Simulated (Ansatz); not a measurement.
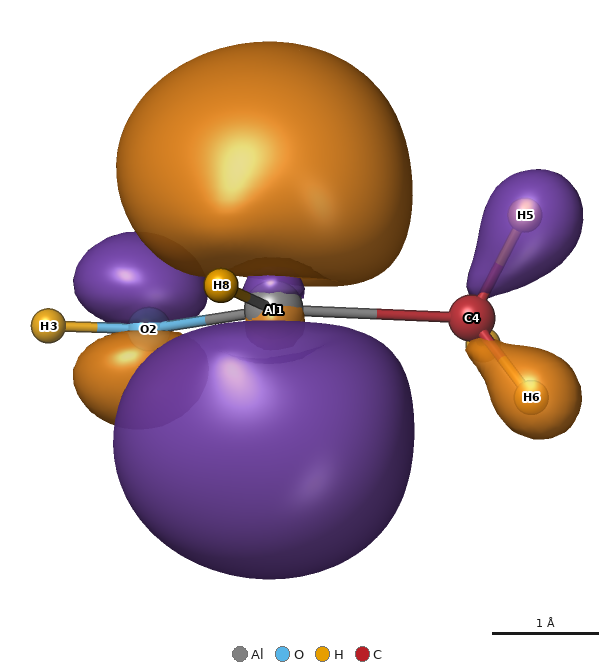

Figure. CH₅AlO. One frontier orbital at ±0.1 Å⁻³ᐟ² (orange and purple are the two phases), seen from one side.

Method: Ansatz 0.2.0, RKS PBE/def2-SVP.

Input file:

```
crystal:
  periodic: [false, false, false]
  atoms:
    - { symbol: Al, position_ang: [0.0, 0.0, 0.0] }
    - { symbol: O, position_ang: [0.0, 0.0, 1.78] }
    - { symbol: H, position_ang: [-0.9095, -0.2814, 2.1171] }
    - { symbol: C, position_ang: [1.706, 0.0, -0.985] }
    - { symbol: H, position_ang: [2.0356, -1.0462, -1.1552] }
    - { symbol: H, position_ang: [1.5695, 0.508, -1.9624] }
    - { symbol: H, position_ang: [2.4756, 0.5381, -0.3932] }
    - { symbol: H, position_ang: [-1.351, 0.0, -0.78] }
basis:
  gaussian: { orbitals: def2-SVP }
hamiltonian:
  xc: pbe
relax:
  f_tol: 0.02
  max_steps: 40
output:
  orbitals: {}
```

Launched as:

```sh
ansatz run input.yaml --threads 1 --pin off --max-ram 2048MiB --backend cpu --events-out ev --progress --plain --runs-dir out
```

The fields are those of the run's last geometry, not of the input's.

> Which orbital is it: HOMO or LUMO?

The LUMO, at −1.11 eV. Its weight (Hirshfeld) is mainly on Al1 (about 70 %), O2 (about 10 %) and C4 (about 5 %).
